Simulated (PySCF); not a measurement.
```json
{"atom": "C", "x (Å)": "1.9349", "y (Å)": "0.3557", "z (Å)": "0.3676"}
{"atom": "C", "x (Å)": "1.0935", "y (Å)": "-0.1376", "z (Å)": "-0.8248"}
{"atom": "C", "x (Å)": "-0.3555", "y (Å)": "-0.1176", "z (Å)": "-0.5391"}
{"atom": "C", "x (Å)": "-1.1442", "y (Å)": "-1.0551", "z (Å)": "0.3177"}
{"atom": "O", "x (Å)": "-2.2899", "y (Å)": "-0.2941", "z (Å)": "0.6521"}
{"atom": "C", "x (Å)": "-2.1991", "y (Å)": "0.9399", "z (Å)": "0.1140"}
{"atom": "O", "x (Å)": "-3.0131", "y (Å)": "1.7967", "z (Å)": "0.2313"}
{"atom": "O", "x (Å)": "-1.0488", "y (Å)": "1.0632", "z (Å)": "-0.5789"}
{"atom": "H", "x (Å)": "2.9876", "y (Å)": "0.3523", "z (Å)": "0.0991"}
{"atom": "H", "x (Å)": "1.6453", "y (Å)": "1.3682", "z (Å)": "0.6350"}
{"atom": "H", "x (Å)": "1.7922", "y (Å)": "-0.2903", "z (Å)": "1.2302"}
{"atom": "H", "x (Å)": "1.3887", "y (Å)": "-1.1570", "z (Å)": "-1.0785"}
{"atom": "H", "x (Å)": "1.2863", "y (Å)": "0.5114", "z (Å)": "-1.6803"}
{"atom": "H", "x (Å)": "-1.4603", "y (Å)": "-1.9692", "z (Å)": "-0.2066"}
{"atom": "H", "x (Å)": "-0.6219", "y (Å)": "-1.3585", "z (Å)": "1.2393"}
```

Geometry: GFN2-xTB.

Method: UKS B3LYP, pcH-1 on C H O, non-relativistic, mean-field spin-orbit, GIAO in PySCF 2.14.0, density-fitted response routines.

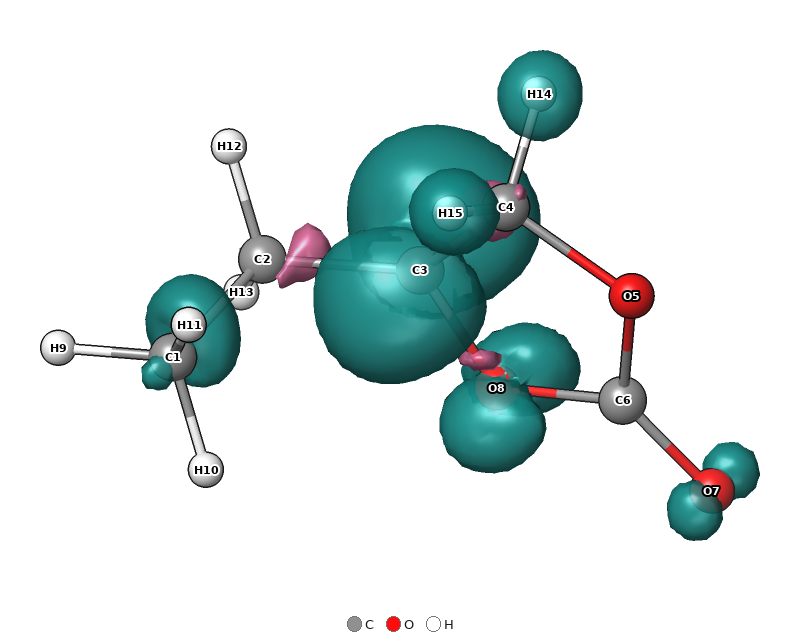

C5H7O3 (doublet). Isosurfaces of the spin density (α minus β) at +0.03 (teal) and −0.03 e/Å³ (pink), seen at a tilt.

### Where is the unpaired spin?

The unpaired spin (1 electron) lies mostly on C3 (about 0.6) and O8 (about 0.1), in electrons by Hirshfeld's partition.
